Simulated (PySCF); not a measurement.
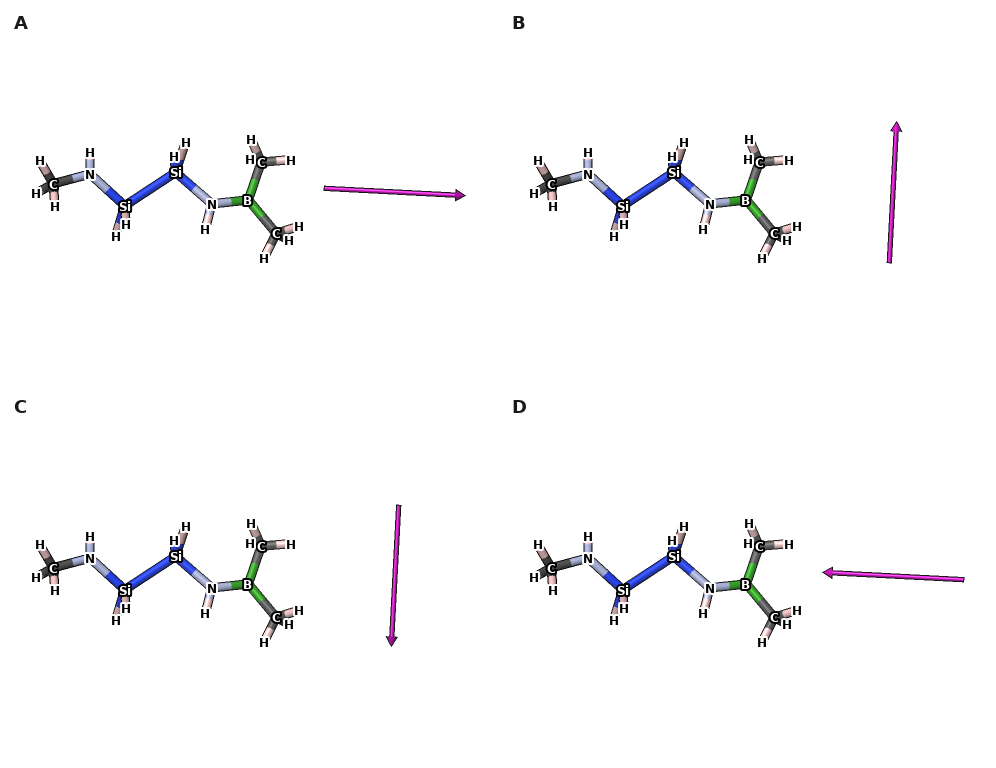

The same molecule four times, each with an arrow. The geometry was computed by an optimisation with GFN2-xTB. No frequency run is at hand to confirm it as a minimum. Properties computed with PBE0/pcSseg-1, gas phase (PySCF 2.14.0).

> Which arrow points along the dipole moment, from the negative to the positive end?

D. The dipole moment is 1.68 D.

The geometry is semi-empirical. Around B, Si such bond lengths and angles can be off by a tenth of an ångström or more and by several degrees, and values that hang on the shape move with them.
